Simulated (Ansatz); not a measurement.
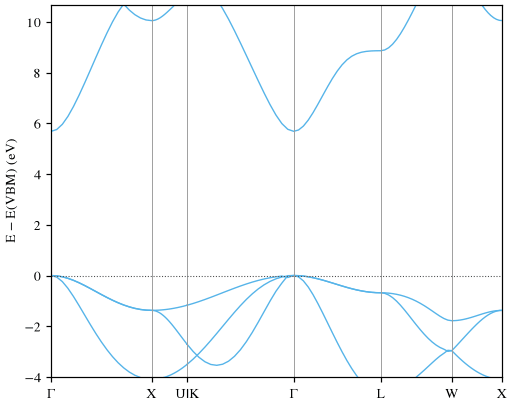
Figure: Band structure from the program Ansatz at the r²SCAN level (PAW)

**Question.** Read off the gap and where the band edges lie.

**Answer.** About 5.7 eV (5.69 eV by a search for the band edges); maximum at Γ, minimum at Γ.

The material is MgO (rock salt, Fm-3m).

The cell was relaxed with r²SCAN under the symmetry of its start.

Potentials: the later of the program's two PAW sets.
